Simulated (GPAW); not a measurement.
# An In chain with a Cl atom bridging one bond: transmission at several levels, part 2 of 2

Aim: T(E), conductance and thermopower of an In chain with a Cl atom bridging one bond, and what cheaper settings cost in accuracy.

GPAW 26.7.0; GPAW LCAO, PAW setups; Landauer transmission from Green's functions with principal layers (ASE), zero bias.

So far, conductance (G₀): step 2 (GPAW, dzp, PBE, GPAW) 1.15; step 3 (basis szp(dzp), PBE, GPAW) 1.10; step 4 (basis sz(dzp), PBE, GPAW) 1.14; step 5 (LDA) 1.14.

## Step 6: All levels side by side

Times are for 1 thread of Arm Neoverse V1, shared host. Results by setting:

```csv
no.,run,conductance (G₀),time,memory (GiB)
1,dzp,1.150,45 s,1.0
2,szp,1.099,37 s,1.0
3,sz,1.145,24 s,0.93
4,dzp LDA,1.144,39 s,1.0
```

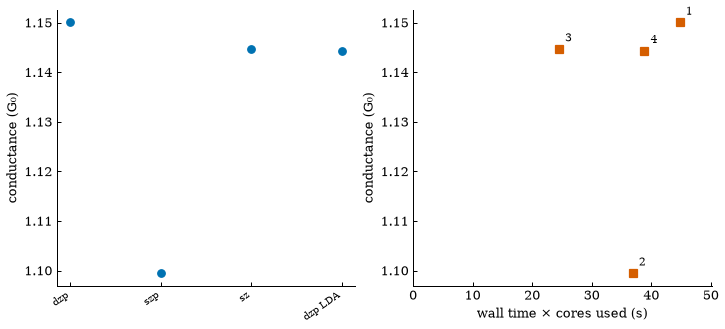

The series as plots; the last panel sets the first result against cost, with the runs numbered as in the table.

## Step 7: The levels side by side

The curves are compared point by point over the common energies.

This step: comparison of transmission and cost over codes and levels (GPAW 26.7.0).

Ladder, by row:

```csv
step,code,T at the Fermi level (sum over the listed spins),conductance (G0),r.m.s. T(E) from the first,wall time (s),peak memory (GiB),threads
dzp,GPAW,1.158,1.15,0,44.75,1.04,1
szp,GPAW,1.105,1.099,0.1377,36.86,1.01,1
sz,GPAW,1.151,1.145,0.1533,24.46,0.93,1
dzp-LDA,GPAW,1.151,1.144,0.1325,38.82,1.04,1
```

Table of transmission, zone mean, sum over the listed spins by energy, zero at the Fermi level:

```csv
energy (eV),dzp,szp,sz,dzp-LDA
-3.000,0.142,0.0876,0.0969,0.136
-2.475,0.347,0.272,0.239,0.376
-2.175,0.723,0.847,0.484,0.956
-2.025,0.988,1.1e-5,0.752,2.3e-5
-1.500,3.4e-9,1.3e-9,6.5e-9,1.9e-9
-0.975,0.508,0.359,0.503,0.455
-0.525,0.936,0.895,0.942,0.919
0.000,1.16,1.10,1.15,1.15
0.525,1.24,1.18,1.22,1.23
0.975,1.45,1.37,1.42,1.44
1.500,1.67,1.59,1.63,1.65
2.025,1.75,1.67,1.70,1.73
2.475,1.72,1.63,1.66,1.69
3.000,1.58,1.47,1.52,1.52
```

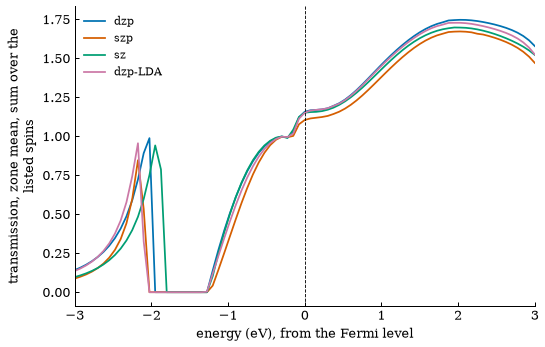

Transmission, zone mean, sum over the listed spins against energy.

## Step 8: Another change of settings

A last run, with other settings again.

This step: GPAW LCAO, PAW setups; Landauer transmission from Green's functions with principal layers (ASE), zero bias (GPAW 26.7.0).

run.py

```python
import json
import numpy as np
from ase import Atoms
from ase.transport.calculators import TransportCalculator
from gpaw import GPAW, FermiDirac
from gpaw.lcao.tools import get_lcao_hamiltonian
from scipy.linalg import eigh

# The junction with lead layers at both ends, along the third cell vector
device = Atoms(
    ['In', 'In', 'In', 'In', 'In', 'Cl', 'In', 'In', 'In', 'In', 'In'],
    positions=[
        [4.50000, 4.50000, 1.47500],
        [4.50000, 4.50000, 4.42500],
        [4.50000, 4.50000, 7.37500],
        [4.50000, 4.50000, 10.32500],
        [4.50000, 4.50000, 13.27500],
        [6.20455, 4.50000, 14.85000],
        [4.50000, 4.50000, 16.42500],
        [4.50000, 4.50000, 19.37500],
        [4.50000, 4.50000, 22.32500],
        [4.50000, 4.50000, 25.27500],
        [4.50000, 4.50000, 28.22500]],
    cell=[[9.0, 0.0, 0.0], [0.0, 9.0, 0.0], [0.0, 0.0, 29.7]],
    pbc=True)

# One principal layer of the lead: the first 1 atoms of the device
lead = Atoms(
    ['In'],
    positions=[
        [4.50000, 4.50000, 1.47500]],
    cell=[[9.0, 0.0, 0.0], [0.0, 9.0, 0.0], [0.0, 0.0, 2.95]],
    pbc=True)

settings = dict(mode='lcao', basis='dzp', xc='PBE', h=0.2,
                occupations=FermiDirac(0.1), maxiter=60,
                mixer=dict(beta=0.1, nmaxold=8, weight=100.0),
                convergence=dict(density=0.0001))
energies = np.arange(-3, 3 + 1e-9, 0.075)
eta = 0.0001
n1, n2 = 1, 1
# k and -k transmit alike, so half of the mesh across the current serves
mesh = [(i, j) for i in range(n1) for j in range(n2) if (i, j) <= (-i % n1, -j % n2)]
weights = np.array([1 if (i, j) == (-i % n1, -j % n2) else 2 for i, j in mesh]) / (n1 * n2)

# [... helper functions left out ...]
fermi_lead = ground_state(lead, (1, 1, 13), 'lead.txt')
fermi_device = ground_state(device, (1, 1, 3), 'device.txt')
# [... loop over the mesh left out, but for ...]
        # Shift the lead onto the potential of the device's first layer
        shift = ((H[:, 0, 0] - H0[:, 0, 0]) / S0[0, 0]).real.mean()
# [...]
kT = 8.617333e-5 * 300
bias = [0.1, 0.2, 0.5, 1.0, 1.5, 2.0]
# [... integrals and printing left out ...]
```

Run with:

```bash
OMP_NUM_THREADS=1 OPENBLAS_NUM_THREADS=1 python run.py
```

What it wrote:

```text
LinAlgError: The leading minor of order 21 of B is not positive definite. The factorization of B could not be completed and no eigenvalues or eigenvectors were computed.
```

The job ended after 37 s (1 thread of Arm Neoverse V1, shared host; peak memory 0.96 GiB).

The run ended with an error.

The program's message: “LinAlgError: The leading minor of order 21 of B is not positive definite. The factorization of B could not be completed and no eigenvalues or eigenvectors were computed.”

The change that led to it: n_lead = 1 and period = 2.95.

## Step 9: Outcome

```json
{
 "conductance": "1.15 G₀",
 "transmission at the Fermi level, mean of the spins": "1.16"
}
```

What this shows: In the dzp basis the junction conducts 1.15 G₀ at 300 K, with T = 1.16 a spin at the Fermi level; the sz basis reaches that conductance within 10 %. At the Fermi level the three most open eigenchannels pass 1.00, 0.12 and 0.043. Measured against the first run (dzp), the nearest curve is that of dzp-LDA (r.m.s. 0.13) and the farthest that of sz (0.15). Over the compared runs wall time goes from 24 s (sz) to 45 s (dzp), on a shared host. The geometry was built from estimated bond lengths and not relaxed, so the numbers describe this model structure. The run had no spin polarisation, so a magnetic state, which chains and small molecules with open shells often have, wasn't tested. Spin-orbit coupling is left out, which matters for the heavy atoms here. An evenly spaced straight chain is an idealisation: free chains tend to dimerise, zigzag or, where a band edge lies near the Fermi level, turn magnetic. The currents use the zero-bias T(E) throughout, which holds only while the bias is small against the distance to the nearest feature. The thermopower isn't quoted: it samples T(E) farther from the Fermi level than the conductance does, and the energy grid wasn't tested for it.

[Logs are printed without paths, hosts, clocks, repeated set-up lines and the standing remarks that a program may print on its own settings, such as how far it seeks lower states.]

[Hosts, paths, dates, database ids (printed as entryN), source tags and the programs' standing remarks are cut or masked in the printed files.]
